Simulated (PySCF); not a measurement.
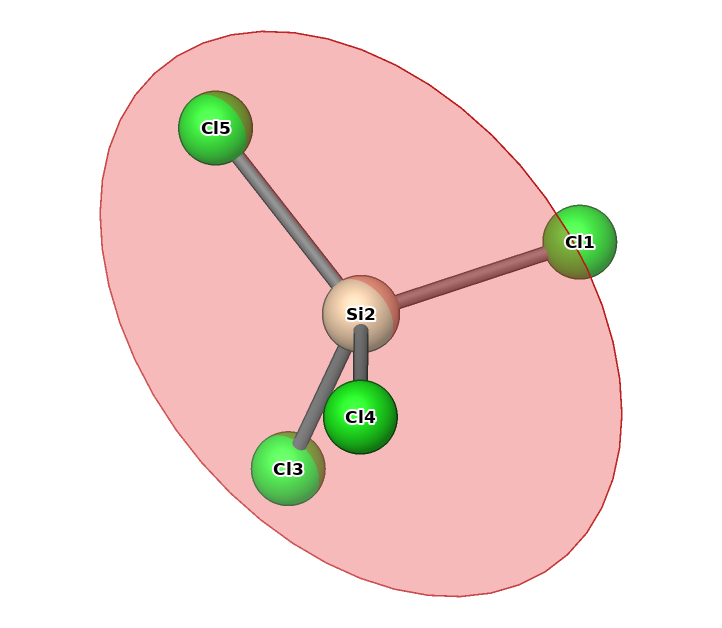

A disc through the centre of mass is drawn in. Atoms fade into the background with distance from the viewer. The computed structure is the end point of a PBE0-D3(BJ)/def2-SVP optimisation. No frequency run is at hand to confirm it as a minimum.

> Is the plane of the disc a mirror plane of the structure?

Yes. The reflection leaves Si2, Cl3, Cl5 in place and moves Cl1 ↔ Cl4. The point group is Td.
